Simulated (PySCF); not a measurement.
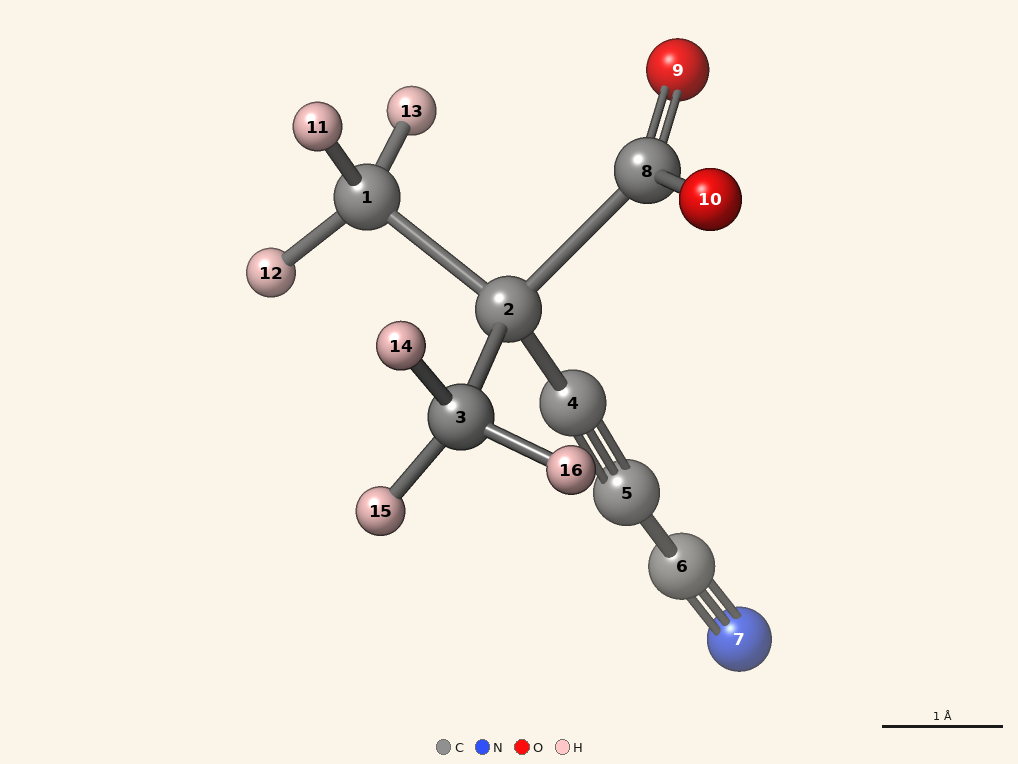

Orthographic view. Depth is shown by fading: the farther an atom, the more it takes the colour of the background. Charge −1, singlet. Geometry: a frame of a GFN2-xTB molecular-dynamics simulation, not a minimum.

Write a MOL file (V2000) with the atoms in numerical order, bonds sorted by atom number with the orders drawn, and coordinates in the frame of the picture: x right, y up, z towards the viewer, origin at the mean position.

```
C7H6NO2
                    3D

 16 15  0  0  0  0  0  0  0  0999 V2000
   -1.3000    1.1300   -0.1300 C   0  0  0  0  0  0  0  0  0  0  0  0
   -0.1100    0.1900    0.2900 C   0  0  0  0  0  0  0  0  0  0  0  0
   -0.5100   -0.7200    1.4700 C   0  0  0  0  0  0  0  0  0  0  0  0
    0.4300   -0.6000   -0.7300 C   0  0  0  0  0  0  0  0  0  0  0  0
    0.8800   -1.3500   -1.5600 C   0  0  0  0  0  0  0  0  0  0  0  0
    1.3400   -1.9700   -2.6300 C   0  0  0  0  0  0  0  0  0  0  0  0
    1.8300   -2.5800   -3.5000 N   0  0  0  0  0  0  0  0  0  0  0  0
    1.0600    1.3500    0.7000 C   0  0  0  0  0  0  0  0  0  0  0  0
    1.3100    2.1900   -0.1600 O   0  0  0  0  0  0  0  0  0  0  0  0
    1.5800    1.1100    1.8100 O   0  0  0  0  0  0  0  0  0  0  0  0
   -1.7100    1.7200    0.7100 H   0  0  0  0  0  0  0  0  0  0  0  0
   -2.1000    0.4900   -0.7100 H   0  0  0  0  0  0  0  0  0  0  0  0
   -0.9200    1.8500   -0.8300 H   0  0  0  0  0  0  0  0  0  0  0  0
   -1.0100   -0.1200    2.2300 H   0  0  0  0  0  0  0  0  0  0  0  0
   -1.1800   -1.5100    1.1200 H   0  0  0  0  0  0  0  0  0  0  0  0
    0.4200   -1.1600    1.9200 H   0  0  0  0  0  0  0  0  0  0  0  0
  1  2  1  0
  1 11  1  0
  1 12  1  0
  1 13  1  0
  2  3  1  0
  2  4  1  0
  2  8  1  0
  3 14  1  0
  3 15  1  0
  3 16  1  0
  4  5  3  0
  5  6  1  0
  6  7  3  0
  8  9  2  0
  8 10  1  0
M  CHG  1  10  -1
M  END
```
